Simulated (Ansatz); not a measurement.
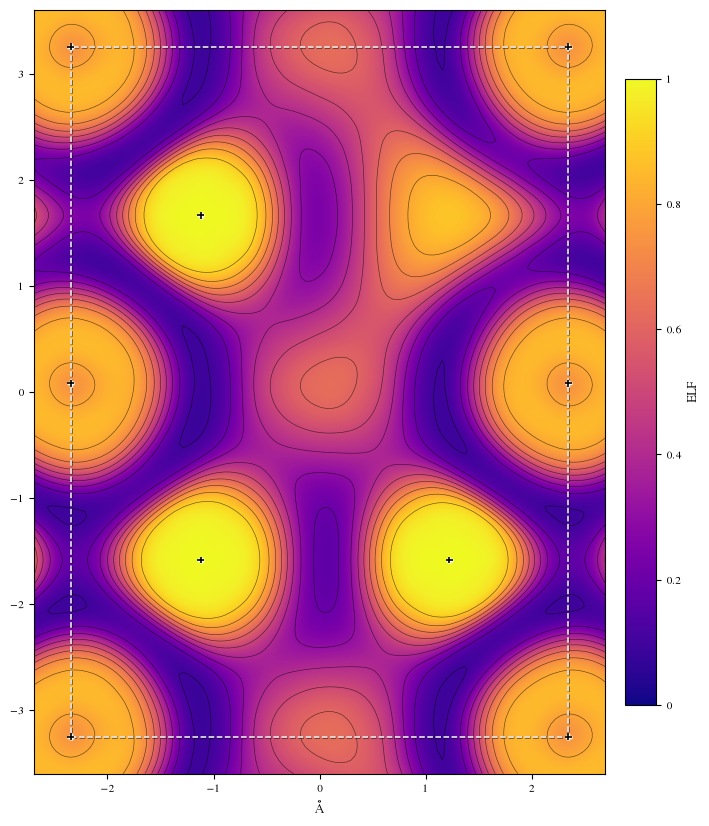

The ELF on a plane through atoms (crosses mark nuclei in the plane).

The calculation used Ansatz, DFT r2SCAN, scalar-relativistic, plane waves, PAW.

Candidates:
A. Si3IrRu, a = 3.98 Å, b = 3.98 Å, c = 5.29 Å, α = 90.00°, β = 90.00°, γ = 120.00°. Space group P3m1; a generated structure, not necessarily the stable one; computed pressure about −5 GPa in this cell; computed without spin polarisation.
B. Hf4H3, a = 4.60 Å, b = 4.60 Å, c = 4.69 Å, α = 90.00°, β = 90.00°, γ = 90.00°. Space group P-42m; a generated structure, not necessarily the stable one; computed without spin polarisation.

Which system is this?

Candidate B: Hf4H3 on the (110) plane of the conventional cell, which holds Hf and H. Hf–H (2.01 Å): the ELF climbs to about 1 towards the hydrogen. Hf–Hf (3.17 Å): the ELF is about 0.25 at the midpoint (no shared electron pair shows on this line).
